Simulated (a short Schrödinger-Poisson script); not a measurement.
System: symmetric double-gate stack, SiO2 on p-type GaN, at 300 K.

```
layer  material  thickness (nm)  Na (cm⁻³)
-----  --------  --------------  ---------
1          SiO2             3.7          -
2           GaN              10       5e17
3          SiO2             3.7          -
```

The device is made up for the run: typed textbook-type constants, with dimensions and the other settings drawn at random. SiO2: permittivity 3.9, conduction-band edge (eV) 3.2, gap (eV) 9, electron mass (mₑ) 0.5. GaN: permittivity 9.5, conduction-band edge (eV) 0, gap (eV) 3.43, Nv at 300 K (cm⁻³) 4.6e19.

Channel valleys (confinement mass, in-plane density-of-states mass, number): Γ 0.2, 0.2, 1. At the gates, both at one voltage, the conduction-band edge of layer 1 lies 3.31 eV − eVg above the Fermi level of the channel. Gaps are held at their typed values at every temperature. Mesh 0.03 nm at interfaces.

From a short Schrödinger-Poisson script (our own, NumPy): 1D Poisson equation in equilibrium, electrons quantum, Hartree plus LDA exchange-correlation (BenDaniel-Duke, 12 states a valley, the channel's in-plane mass for all, wave functions ending at the dielectric), parabolic valleys, classical holes, full ionisation, no traps, pinning or gate leakage.

Only gate voltages with over 1e8 electrons/cm² are shown.

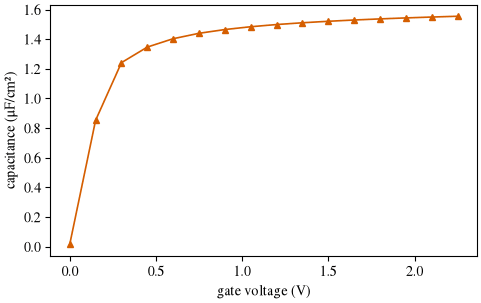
Fig. 1. Quasi-static capacitance against gate voltage

```tsv
Vg (V)	electrons (cm⁻²)	C (μF/cm²)	Γ E0 (meV)	Γ E1 (meV)
0	2.39e9	0.0155	179.0	233.9
0.15	3.03e11	0.852	52.4	106.6
0.3	1.33e12	1.24	10.0	59.2
0.45	2.55e12	1.35	-10.9	32.7
0.6	3.84e12	1.40	-25.2	13.3
0.75	5.17e12	1.44	-36.4	-2.5
0.9	6.53e12	1.46	-46.0	-15.9
1.05	7.91e12	1.48	-54.6	-27.9
1.2	9.31e12	1.50	-62.8	-39.0
1.35	1.07e13	1.51	-70.6	-49.3
1.5	1.21e13	1.52	-78.2	-59.2
1.65	1.36e13	1.53	-85.6	-68.6
1.8	1.50e13	1.54	-93.0	-77.7
1.95	1.64e13	1.54	-100.3	-86.6
2.1	1.79e13	1.55	-107.6	-95.2
2.25	1.93e13	1.55	-114.8	-103.7
```

Subbands count from the Fermi level. The capacitance is that of both gates.

In real p-type GaN the Mg acceptor is only partly ionised, and so wide a gap doesn't supply an inversion layer without source and drain.
